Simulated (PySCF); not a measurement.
# FH3Si (monofluorosilane): the cost of one run

Programs: PySCF 2.14.0, with density-fitted response routines of our own. Each step states its level of theory. These are calculated values for one molecule in the gas phase, unless marked as measured. Atoms count from 0, in the outputs and in this text.

### 1 Starting geometry

5 atoms, charge 0, multiplicity 1; geometry from: GFN2-xTB. The atoms were then displaced at random by about 0.01 Å, so the start is not that level's minimum.

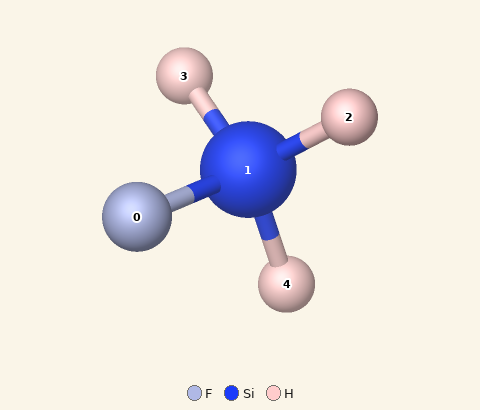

The starting geometry (fluorine light blue, silicon blue, hydrogen pink), atoms numbered.

### 2 Optimising the geometry at PBE0-D3(BJ)/def2-TZVP

The job: settings as JSON, then the geometry in Å.

```
{"job": {"xc": "PBE0", "basis": "def2-TZVP", "d3": "d3bj", "grid": 2, "shake": 0.01, "kind": "geom"}, "charge": 0, "multiplicity": 1}
F      1.516480    -0.062390    -0.227840
Si    -0.096630    -0.001620     0.008500
H     -0.488710     1.390300    -0.198890
H     -0.246090    -0.453460     1.374080
H     -0.651470    -0.906810    -0.993740
```

The run is started by

```
$ OMP_NUM_THREADS=1 python probes_run.py task.json out
```

The driver reads the jobs from task.json and runs them one after another.

Q: Estimate the wall time and peak memory of this first job on 1 thread of Intel Xeon 6975P-C, shared host.

About 5.5 s, with a peak of 0.36 GiB.
